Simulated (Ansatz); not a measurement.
Fields on a plane of CaO (rock salt)

```yaml
crystal:
  lattice:
    - [0.00000, 2.41535, 2.41535]
    - [2.41535, 0.00000, 2.41535]
    - [2.41535, 2.41535, 0.00000]
  atoms:
    - { symbol: O, position: [0.00000, 0.00000, 0.00000] }
    - { symbol: Ca, position: [0.50000, 0.50000, 0.50000] }
```

The slice is a {110} plane (indices of the conventional cell) through the point (0.000, 0.000, 0.000) (fractional), spanned by u = [100] and v = [1 -1 -1] in vectors of this cell: u (3.42 Å) and v (4.83 Å, at 90° to u). It covers one period; positions are fractions (u, v).

Atoms on it: O at (0.00, 0.00); Ca at (0.00, 0.50).

The numbers are results of PBE (plane waves to 420 eV, PAW, scalar-relativistic; Ansatz, a quantum-chemistry and plane-wave program), not measurements. k mesh 12×12×12. Near the nuclei the fields are pseudised (PAW); where an atom keeps semicore shells as valence, they peak there. CaO was relaxed with its symmetry unable to fall.

```
|@@@@%%##++==::........::==++##%%@@|
|%%%%##**==--::..    ..::--==**##%%|
|####**++==--....    ....--==++**##|
|++++====--::..        ..::--====++|
|====----::..            ..::----==|
|------::....            ....::----|
|====--::....            ....::--==|
|****++==::..            ..::==++**|
|%%####++==::..        ..::==++####|
|@@%%%%##++--....    ....--++##%%%%|
|@@@@%%##**==::........::==**##%%@@|
|@@@@@@%%**==::........::==**%%@@@@|
|@@@@%%##**==::........::==**##%%@@|
|@@%%%%##++--....    ....--++##%%%%|
|%%####++==::..        ..::==++####|
|****++==::..            ..::==++**|
|====--::....            ....::--==|
|------::....            ....::----|
|====----::..            ..::----==|
|++++====--::..        ..::--====++|
|####**++==--....    ....--==++**##|
|%%%%##**==--::..    ..::--==**##%%|
|@@@@%%##++==::........::==++##%%@@|
|@@@@%%##++==::........::==++##%%@@|
```
Scale: ten equal steps from -1.45 (start of ' ') to 0.88 (end of '@'), in the order ' .:-=+*#%@'. Values: log₁₀ of the valence density in e/Å³. The map has 17 points along u (two characters each, u = 0 at the left) and 24 along v (v = 0 in the bottom row). The scale is logarithmic, as a density can span decades between atoms and voids.

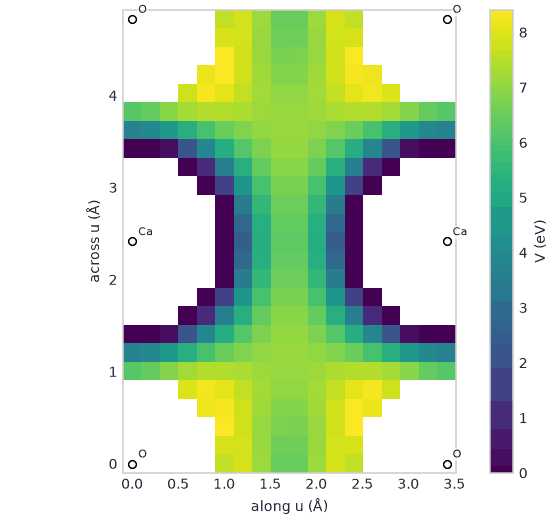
Figure: Electrostatic potential energy of an electron, from the cell's mean, in eV, one period of the plane, atoms marked. Points within 1 Å of a nucleus are left white, as the pseudised field means little there. Values under 0 eV are set to 0. The zero, the cell's mean, hangs on the PAW cores.

The density on the O–Ca line (2.42 Å) at its midpoint is 0.25 e/Å³ and the ELF at that point comes out as 0.09. Character of the O–Ca contact (rough rule: ELF there above 0.7 covalent, below 0.2 ionic, polar between): closed-shell (ionic).
